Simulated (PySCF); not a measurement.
# The bond of InB, level by level

What are the lowest state that PBE0 finds, the bond length, vibrational wavenumber and bond energy of InB, and how much do these hang on the method?

Computed with PySCF 2.14.0. Level: In def2-TZVPP with ECP28, B def2-TZVPP, scalar-relativistic core potentials.

## Step 1: Input

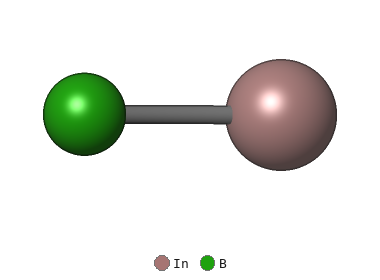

The two atoms at the starting distance (indium brown, boron green).

Settings of the job:

```yaml
atoms: In, B
charge: 0
basis: In def2-TZVPP with ECP28, B def2-TZVPP
Hamiltonian: scalar-relativistic core potentials
basis_functions: 81
electrons_treated: 26
masses_in_u: 114.9039, 11.0093
levels: PBE0, PBE, r²SCAN, r²SCANh, B3LYP, M06-2X, PBEsol, HSE06, HF, MP2, SCS-MP2, CCSD, CCSD(T)
grid: 80 radial by 434 angular points
occupations: held fixed by the projection of orbital angular momentum
dissociation_limit: In + B, each in its ground configuration
starting_distance_in_angstrom: 2.205
values_of_2S_to_try: 0, 2
```

Run with:

```console
> OMP_NUM_THREADS=1 python dia.py task.json out
```

The runs that follow: PBE0 along the bond; Other states along the same grid; PBE (GGA); r²SCAN (meta-GGA); r²SCANh (hybrid meta-GGA); B3LYP (global hybrid GGA); M06-2X; PBEsol (GGA); HSE06 (range-separated hybrid); UHF; Correlated methods on the Hartree–Fock reference.

Before running it: what results should come out? Wanted: for each run, Re; ωe; De; μ.

**Answer**, as computed:

Lowest PBE0 solution found, without spin–orbit coupling: ³Π (triplet), unpaired electrons σ ↑, π ↑. State 2 has its PBE0 minimum 0.07 eV higher. State 3 has its PBE0 minimum 0.17 eV higher, as a spin-mixed determinant (⟨S²⟩ = 1.02), so this is no gap between pure states. State 4 has its PBE0 minimum 0.27 eV higher, as a spin-mixed determinant (⟨S²⟩ = 1.01), so this is no gap between pure states. The other levels ran on the lowest alone.

```csv
level,Re (Å),ωe (cm⁻¹),De (eV),μ (D)
UHF,2.435,392,0.98,-1.85
UHF-MP2,2.394,411,1.53,n/a
UHF-SCS-MP2,2.405,407,1.35,n/a
UHF-CCSD,2.410,394,1.42,n/a
UHF-CCSD(T),2.410,392,1.53,n/a
PBE,2.449,354,1.92,-1.86
PBEsol,2.419,368,2.08,-1.73
r²SCAN,2.420,377,1.90,-1.65
r²SCANh,2.414,383,1.84,-1.68
B3LYP,2.446,360,1.61,-1.97
PBE0,2.420,380,1.78,-1.89
HSE06,2.423,378,1.79,-1.85
M06-2X,2.446,373,1.55,-2.20
```

De is counted to In + B in their ground configurations. A positive dipole means In(−)B(+).

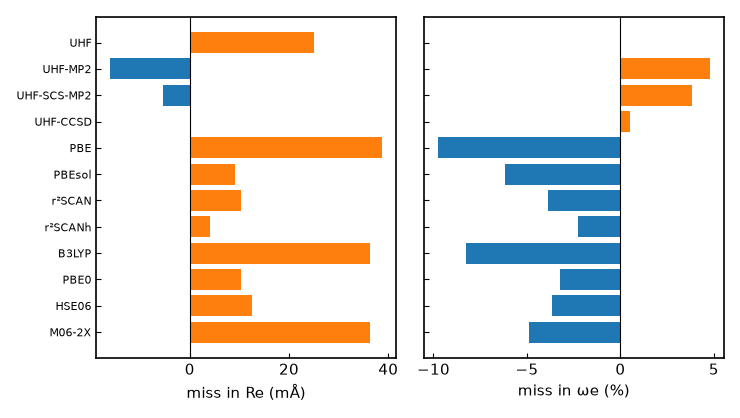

Differences in bond length and wavenumber from CCSD(T) in the same basis.

In words: Against CCSD(T) in the same basis, the bond length is nearest at UHF-CCSD (0 mÅ) and farthest at PBE (+39 mÅ); the wavenumber is nearest at UHF (0.0 %) and farthest at PBE (-9.8 %). Among the levels with a De in the table, it runs from 0.98 eV (UHF) to 2.08 eV (PBEsol).

Correlated steps freeze 5 core orbitals. These are scalar-relativistic numbers at best; spin–orbit coupling would shift them, the dissociation energy most.
